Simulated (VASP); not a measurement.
Energy against volume of Mo (bcc). Computed with PBE GGA with D3 dispersion (zero damping), VASP's PBE PAW potentials (set 64) (plane waves; VASP 6.6.1).

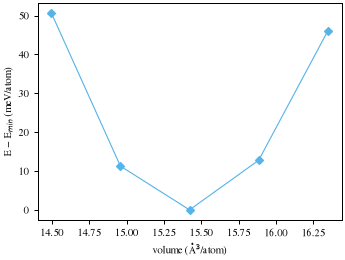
Energy against volume

Q: Estimate the equilibrium volume and the bulk modulus.

A: The minimum lies near 15.4 Å³/atom, and the curvature gives B0 of about 280 GPa.

Measured: bulk modulus 265 GPa at 0 K (computed value off by +5.3 %), as given by Vázquez-Parga, Fernández-Martínez, Viñes, J. Chem. Theory Comput. (2023), doi:10.1021/acs.jctc.3c00612, Supporting … [zero-point energy and finite temperature contributions removed]; a 3.141 Å at 0 K (computed value off by -0.2 %), as given by Daniel Mejia-Rodriguez et al., Physical Review B (2018), arXiv:1807.09216 [static lattice: zero-point anharmonic expansion removed].

The compound is Mo in the bcc structure. It was relaxed first.
